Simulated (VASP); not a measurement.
Band structure of C (space group C2/m). Computed with PBEsol GGA, VASP's PBE PAW potentials (set 64) (plane waves; VASP).

The path is coarsely sampled, so an indirect gap can come out somewhat too large.

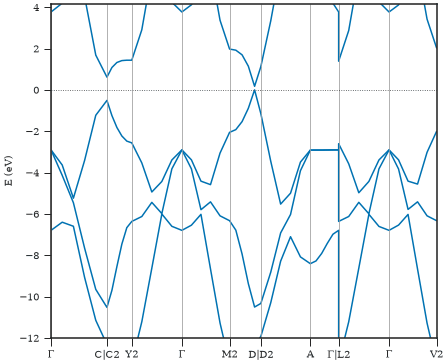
Figure: Bands along high-symmetry lines, zero at the valence-band maximum or, without a gap, the Fermi level

Question: Read the plot: is there a gap, and where are the band edges?

Answer: The gap is direct, 0.17 eV, from the valence maximum at M2-D at 0.80 to the conduction minimum at M2-D at 0.80.

The structure comes from a computed database's C entry; how it stands against other phases isn't given here. The cell was not relaxed at this level.
